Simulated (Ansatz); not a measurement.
System (SMILES): S (H2S).
Geometry (B3LYP-D3(BJ)/def2-TZVP, fixed):
```
S
H 1 1.3426
H 1 1.3426 2 92.55
```
Charge 0, spin multiplicity 1.

Basis-set convergence of the dipole moment at CCSD(T) with Ansatz (a first-principles code). Dipoles come from the density behind the forces; the sign is taken along the dipole that this method gives in the largest set. The reference of a correlated method is not its basis-set limit, which lies further on. Cartesian d functions, on some or all atoms, in 6-31G*, 6-31+G*, 6-31G**, 6-311G**; all else is spherical. Cores are frozen. No added dispersion term, no relativity. Reference: the value in aug-pcseg-3, 0.974 D, itself unsure by roughly 0.010 D (its mean distance from aug-cc-pV(Q+d)Z, def2-QZVPPD). Deviations are taken from unrounded values. Cost is core time over that of def2-QZVPP, rough, on shared machines of one kind; a dash marks a row that isn't timed (too short, read off another run, short of memory, by another algorithm or on other hardware).

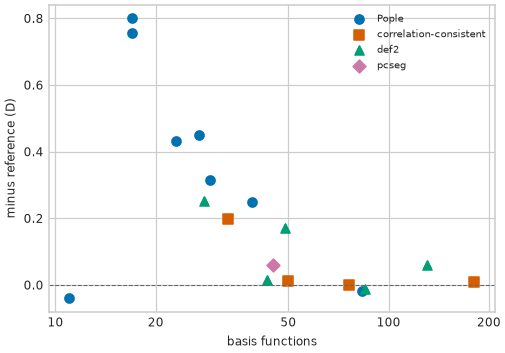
Fig. 1. Deviation from the reference against the number of basis functions, by family of sets.

| basis | functions | dipole moment (D) | minus reference (D) | cost |
|---|---|---|---|---|
| STO-3G | 11 | 0.935 | -0.039 | - |
| 3-21G | 17 | 1.729 | 0.755 | - |
| 6-31G | 17 | 1.773 | 0.799 | - |
| 6-31G* | 23 | 1.405 | 0.431 | - |
| 6-31+G* | 27 | 1.425 | 0.451 | - |
| def2-SVP | 28 | 1.225 | 0.251 | - |
| 6-31G** | 29 | 1.290 | 0.316 | - |
| cc-pV(D+d)Z | 33 | 1.170 | 0.196 | - |
| 6-311G** | 39 | 1.223 | 0.249 | - |
| def2-SVPD | 43 | 0.990 | 0.016 | - |
| aug-pcseg-1 | 45 | 1.033 | 0.059 | - |
| def2-TZVP | 49 | 1.144 | 0.170 | - |
| aug-cc-pV(D+d)Z | 50 | 0.985 | 0.011 | - |
| jun-cc-pV(T+d)Z | 76 | 0.974 | 0.000 | - |
| 6-311++G(3df,3pd) | 83 | 0.955 | -0.019 | 0.1× |
| def2-TZVPPD | 85 | 0.963 | -0.011 | 0.1× |
| def2-QZVPP | 130 | 1.034 | 0.060 | 1× |
| aug-cc-pV(Q+d)Z | 181 | 0.983 | 0.009 | 7× |
